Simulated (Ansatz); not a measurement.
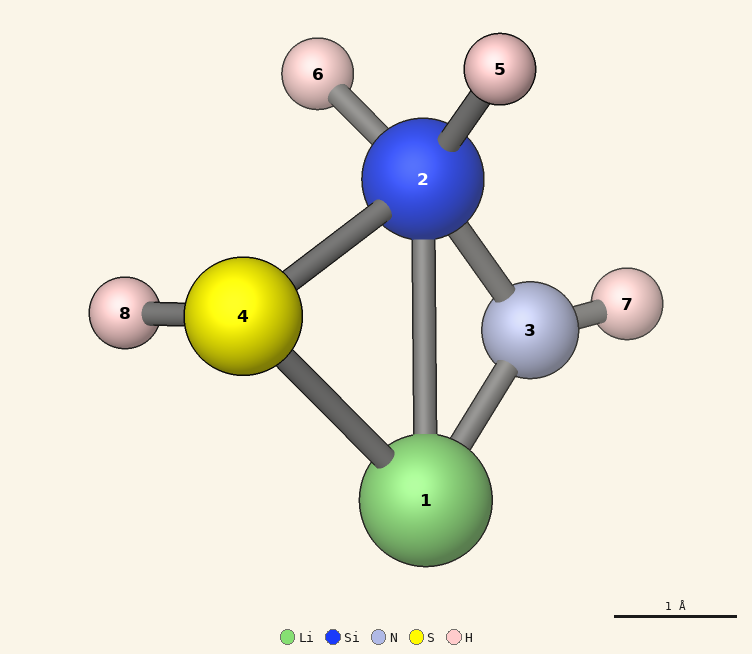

Orthographic view. Atoms fade into the background with distance from the viewer. Computed geometry: PBE0-D4/def2-TZVP optimisation. No frequency run is at hand to confirm it as a minimum.

Write a Z-matrix (Å, degrees) in the order of the atom numbers, with these reference atoms: 2 to 1; 3 to 2, 1; 4 to 2, 3, 1; 5 to 2, 3, 1; 6 to 2, 5, 3; 7 to 3, 2, 5; 8 to 4, 2, 5.

```
Li 
Si   1   2.644
N    2   1.665   1    42.0
S    2   2.230   3   101.3   1     0.5
H    2   1.495   3   119.8   1   112.3
H    2   1.497   5   106.2   3  -141.3
H    3   1.009   2   119.3   5   -64.8
H    4   1.343   2    95.3   5   139.4
```
